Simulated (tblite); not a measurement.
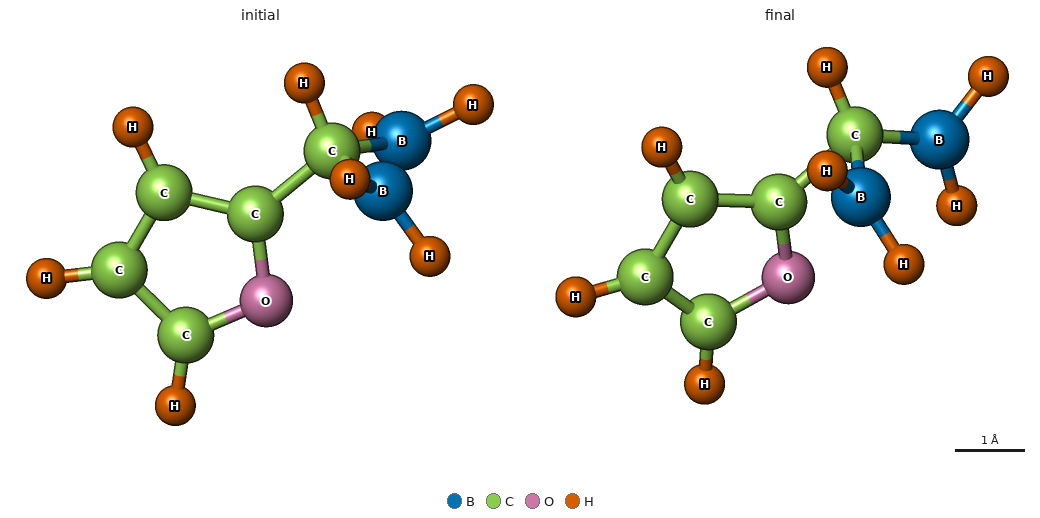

The structure of C₅H₈B₂O before (left) and after (right) a relaxation, at one scale.

A ball-and-stick model, seen from a free direction.

Method: GFN2-xTB geometry optimisation, gas phase in tblite 0.8.0. 

Question: What changed between the two?

Answer: The energy falls by 62.5 kJ/mol in 111 geometry steps. The atom that moves furthest after the best rigid fit is an H atom (1.51 Å). By element the largest moves are H 1.51 Å, B 0.68 Å, O 0.58 Å, C 0.46 Å. Some distances before and after: B–C 2.530 → 1.904 Å, B–C 1.589 → 1.537 Å, C–C 1.370 → 1.408 Å, C–O 1.309 → 1.336 Å. Bond angles that change, for instance: B–C–C 109.4° → 75.9°, B–C–C 109.7° → 120.3°, B–C–H 108.8° → 117.1°. Groups turn about C–C by about 35°. The run took 0.43 s on 1 thread of AMD EPYC 9R45 96-Core Processor, with other jobs on the host.
